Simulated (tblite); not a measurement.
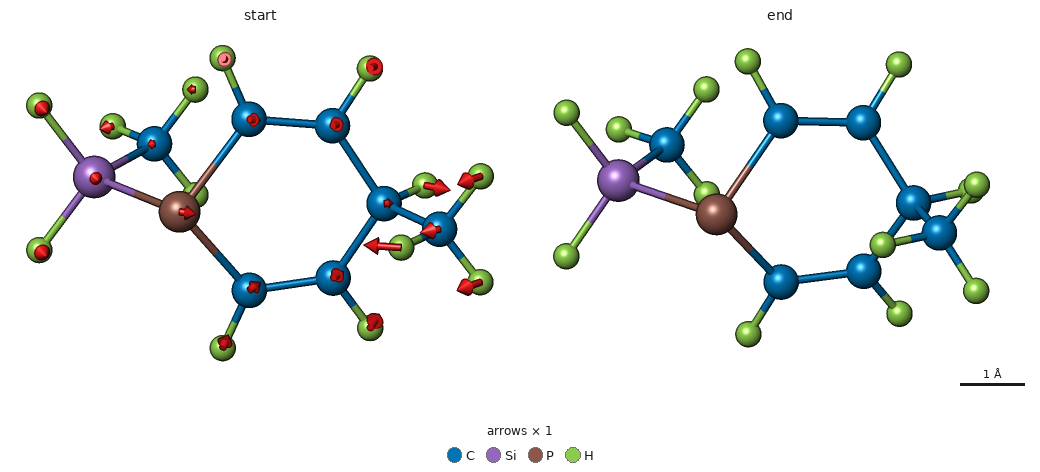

The structure of C₇H₁₃PSi before (left) and after (right) a relaxation, at one scale. The red arrows give the displacements, at their true length.

The picture is a ball-and-stick view, seen at a tilt.

These are results of tblite 0.8.0, GFN2-xTB geometry optimisation, gas phase, not measurements. 

**What changed between the two?**

After 93 geometry steps the energy has fallen by 0.258 eV. The largest move after the best rigid fit is that of an H atom, 0.62 Å. By element the largest moves are H 0.62 Å, C 0.38 Å, P 0.29 Å, Si 0.23 Å. Near-neighbour distances that change, for instance: C–Si 1.846 → 1.905 Å, C–P 1.849 → 1.804 Å, P–Si 2.214 → 2.255 Å, H–Si 1.503 → 1.468 Å. Among the angles between lasting bonds that change: C–C–C 129.0° → 123.8°, C–P–C 101.9° → 96.9°, C–C–C 128.4° → 123.7°. Groups turn about C–C by about 25°, C–C by about 25°.
